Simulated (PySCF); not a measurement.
# C4H6F2O2: what the fields show

```yaml
atoms:
  - { symbol: F, position_ang: [-2.0342, 0.2217, 1.2653] }
  - { symbol: C, position_ang: [-1.1217, 0.3592, 0.2549] }
  - { symbol: C, position_ang: [-0.7530, -0.9971, -0.3529] }
  - { symbol: O, position_ang: [0.2358, -0.7875, -1.3401] }
  - { symbol: C, position_ang: [1.3750, -0.1998, -0.8026] }
  - { symbol: O, position_ang: [1.1174, 1.0684, -0.2257] }
  - { symbol: C, position_ang: [0.1713, 1.0118, 0.7740] }
  - { symbol: F, position_ang: [0.6533, 0.2728, 1.8345] }
  - { symbol: H, position_ang: [-1.5628, 1.0167, -0.5042] }
  - { symbol: H, position_ang: [-1.6092, -1.4551, -0.8489] }
  - { symbol: H, position_ang: [-0.3831, -1.6621, 0.4408] }
  - { symbol: H, position_ang: [1.8324, -0.8581, -0.0427] }
  - { symbol: H, position_ang: [2.0691, -0.0202, -1.6244] }
  - { symbol: H, position_ang: [0.0088, 2.0290, 1.1499] }
```

Geometry: GFN2-xTB.

The calculation used PBE0/pcSseg-1, SCF density, gas phase, non-relativistic in PySCF.

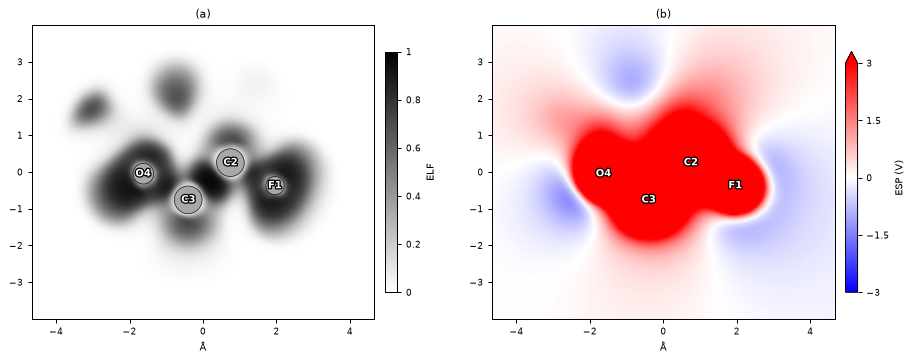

Figure 1. (a) ELF; (b) molecular electrostatic potential on the plane of atoms C2, C3 and O4. Grey discs cover the atomic cores in the ELF map.

### Read the bonding off the picture.

The plane passes through F, C and O nuclei.
C–F (1.37 Å): the ELF peaks at about 0.85 between the atoms, as expected for a polar covalent bond.
C–C (1.53 Å): the ELF peaks at about 0.95 between the atoms; localised, covalent bonding.
The ELF also peaks beside F1 and O4, away from the bonds: lone-pair regions.
Outside the dense part of the molecule the potential is most negative (−1.3 V) near O4.

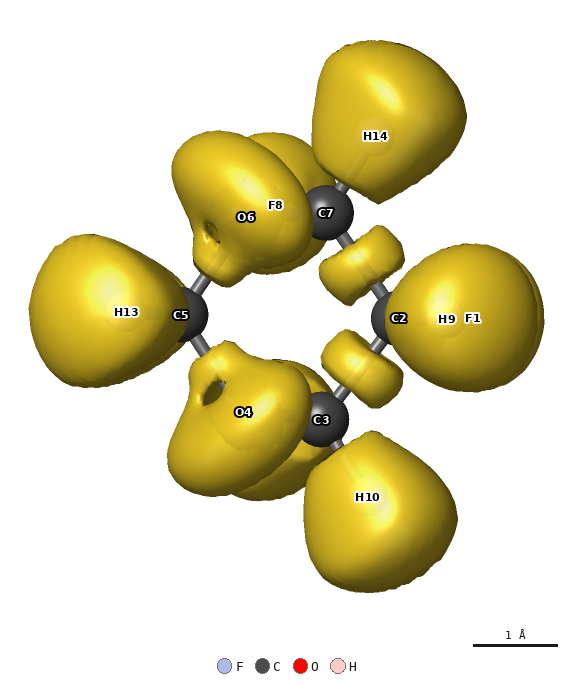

Figure 2. Isosurface of the ELF at 0.75 (yellow), seen at a tilt. Core shells and regions of very low density are left out.

### Identify the bonds, lone pairs and shells in this picture.

The ELF exceeds this value in two regions between bonded C–C atoms (shared pairs), six regions around hydrogen nuclei, two regions on F in which the atom's valence shell and bonds are merged and two regions on O in which the atom's valence shell and bonds are merged. Along the contacts the grid gives the following. C–O (1.38 Å): the ELF peaks at about 0.90 between the atoms; a shared but strongly polarised pair.

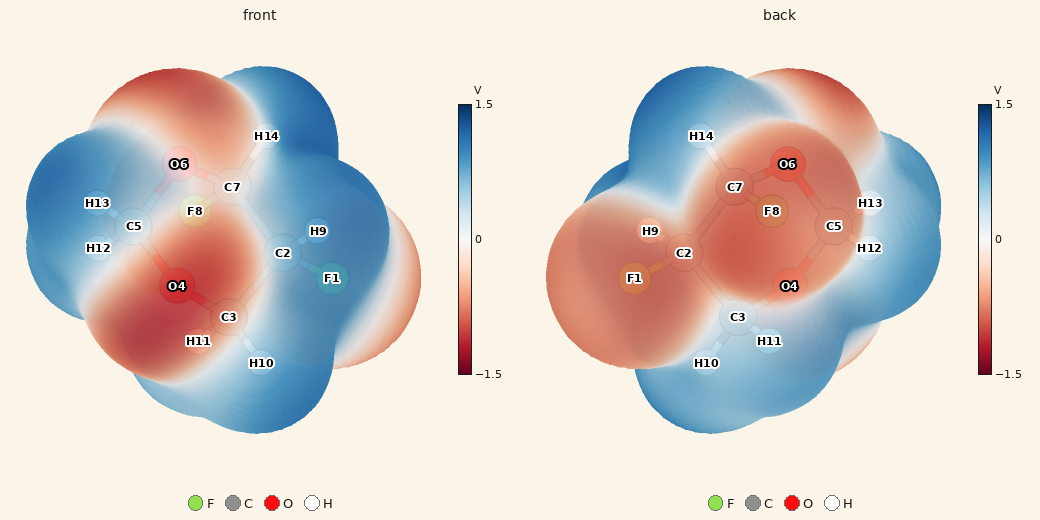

Figure 3. The molecular electrostatic potential painted on the density surface at 0.002 e/bohr³, seen from the front and from behind; red is negative and blue positive.

### Which sites attract a positive test charge, and which a negative one?

A positive charge is drawn to the negative regions and a negative charge to the positive ones. The most negative region (about −1.1 V) lies over O4, the most positive (about +1.2 V) over C2, C7 and H14. O4 is the likeliest acceptor of a hydrogen bond.
